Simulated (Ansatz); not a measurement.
Input file:

```
crystal:
  periodic: [false, false, false]
  atoms:
    - {symbol: Si, position_ang: [-1.737095, -1.154676, -0.316979]}
    - {symbol: C, position_ang: [1.256838, 1.893025, 0.415993]}
    - {symbol: H, position_ang: [-2.434199, -1.292187, -1.622404]}
    - {symbol: H, position_ang: [-2.595436, -1.736232, 0.747896]}
    - {symbol: H, position_ang: [-1.517585, 0.286068, -0.032033]}
    - {symbol: H, position_ang: [1.564695, 0.857405, 0.273960]}
    - {symbol: As, position_ang: [0.262067, -2.414974, -0.416881]}
    - {symbol: H, position_ang: [0.600217, 1.959895, 1.283118]}
    - {symbol: H, position_ang: [2.136174, 2.516633, 0.575790]}
    - {symbol: H, position_ang: [0.722564, 2.236522, -0.469479]}
    - {symbol: H, position_ang: [0.798603, -1.776503, 0.857157]}
    - {symbol: H, position_ang: [0.943355, -1.374975, -1.296039]}
basis:
  gaussian: {orbitals: def2-TZVPP}
hamiltonian: {xc: pbe0, dispersion: d4}
output: {orbitals: {seedname: orbitals}}
```

Launched as:

```sh
ansatz run in.yaml --threads 4 --pin off --events-out ev --progress --plain --max-ram 9574MiB
```

The product side of a reaction path; geometry: PBE0-D4/def2-TZVP; a saddle point, not a minimum.

Method: Ansatz, RKS PBE0-D4/def2-TZVPP.

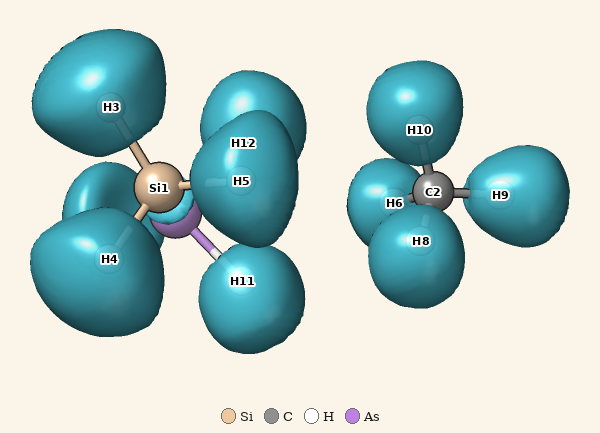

AsH$_{5}$Si···CH$_{4}$. Isosurface of the electron localisation function at 0.9 (cyan), seen from one side. Only the valence region is drawn (cores and ρ < 0.01 e/Å³ removed).

Describe the localisation domains.

The ELF exceeds this value in one region between bonded As–Si atoms (shared pairs), nine regions around hydrogen nuclei and one lobe on As, pointing away from the bonds (lone pairs).

Values along the shortest contacts:
C2···H5 (3.24 Å): the ELF dips to about 0 between them: a weak contact between the two molecules. Si–As (2.37 Å): the ELF peaks at about 0.95 between the atoms: a shared electron pair.
